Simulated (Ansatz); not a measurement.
## Single-point calculation, with input and output: C3H8Si

System: C3H8Si.
Method: RKS B2PLYP (frozen core)/def2-TZVPP (Ansatz 0.2.0).

The geometry comes from this level: PBE0-D4/def2-TZVP.

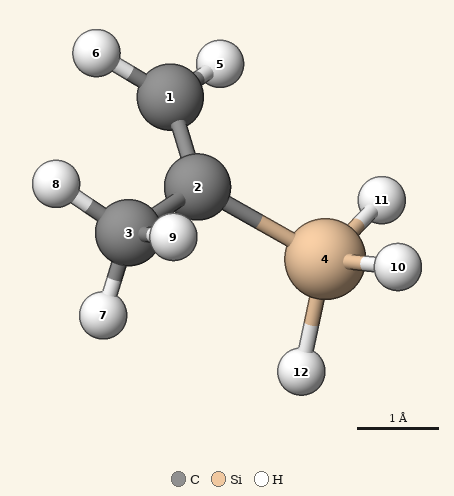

**Figure 1.** The input geometry (ball-and-stick view, seen at a tilt; atoms are numbered from 1 in the order of the input). Bond lengths as drawn: C–C 1.33 to 1.50 Å, C–H 1.09 Å, C–Si 1.87 Å and H–Si 1.49 Å.

## Results in brief

| quantity | value |
| --- | --- |
| outcome | converged |
| total energy | −11113.4815 eV |
| mean-field energy | −11107.8154 eV |
| SCF solution under orbital rotations | stable |
| hardware | 2 threads of Intel Xeon @ 2.90GHz, 54 GiB of memory available, shared host |
| wall time | 7 s (CPU time 13 s) |
| peak memory | 0.61 GiB |

## Input file
```yaml
crystal:
  periodic: [false, false, false]
  atoms:
    - {symbol: C, position_ang: [0.362915, 1.534458, 0.272382]}
    - {symbol: C, position_ang: [-0.017206, 0.265250, 0.134797]}
    - {symbol: C, position_ang: [-1.112219, -0.330413, 0.967713]}
    - {symbol: Si, position_ang: [0.829192, -0.818793, -1.130295]}
    - {symbol: H, position_ang: [1.155367, 1.967802, -0.329093]}
    - {symbol: H, position_ang: [-0.108693, 2.194013, 0.998680]}
    - {symbol: H, position_ang: [-1.923645, -0.710253, 0.338698]}
    - {symbol: H, position_ang: [-1.532425, 0.401564, 1.661878]}
    - {symbol: H, position_ang: [-0.745628, -1.182390, 1.549297]}
    - {symbol: H, position_ang: [1.439909, -2.007209, -0.471933]}
    - {symbol: H, position_ang: [1.885962, -0.044960, -1.832048]}
    - {symbol: H, position_ang: [-0.156530, -1.324269, -2.126075]}
basis:
  gaussian: {orbitals: def2-TZVPP}
hamiltonian: {xc: {name: B2PLYP}}
```

Run as:
```bash
ansatz run in.yaml --threads 2 --pin off --events-out ev --progress --plain --max-ram 4352MiB
```

## What the program printed
```
Functional definition: B2PLYP
  name "B2PLYP"
  cite "Grimme, J. Chem. Phys. 124, 034108 (2006) doi:10.1063/1.2148954"
  cite "Becke, Phys. Rev. A 38, 3098 (1988) doi:10.1103/PhysRevA.38.3098"
  cite "Lee, Yang & Parr, Phys. Rev. B 37, 785 (1988) doi:10.1103/PhysRevB.37.785"
  parameter a = 0.53
  parameter c = 0.27
  exchange = (1 - a)*b88_x + a*exact_x
  correlation = (1 - c)*lyp_c + c*(mp2_os + mp2_ss)
1420 factors; integrals over basis functions are off by at most 7.8e-4 eV
mean field evaluation 1: about -11102.6371 eV, gradient 4.6e1 eV
mean field evaluation 2: about -11102.7617 eV, gradient 4.6e1 eV
mean field evaluation 4: about -11107.7701 eV, gradient 4.2e0 eV
mean field evaluation 8: about -11107.8147 eV, gradient 4.6e-1 eV
mean field evaluation 16: about -11107.8153 eV, gradient 7.2e-5 eV
mean field -11107.81526022 eV, -408.2046816654 hartree, gradient 3.2e-6 eV, S^2 0.000000; 0 other end points of the search recorded, 0 dependent functions left out
8 core orbitals not correlated: weight in the atoms' cores, before any rotation towards them, 1.000 or more for the frozen orbitals, at most 0.000 for the correlated occupied ones
reference -11107.81544366 eV, -408.2046884069 hartree; 12, 12 occupied and 227, 227 virtual orbitals, 1420 factors
second order -20.98534559 eV of doubles, -0.00000000 eV of singles
Total energy: -11113.48148697 eV, -408.4129116580 hartree
```
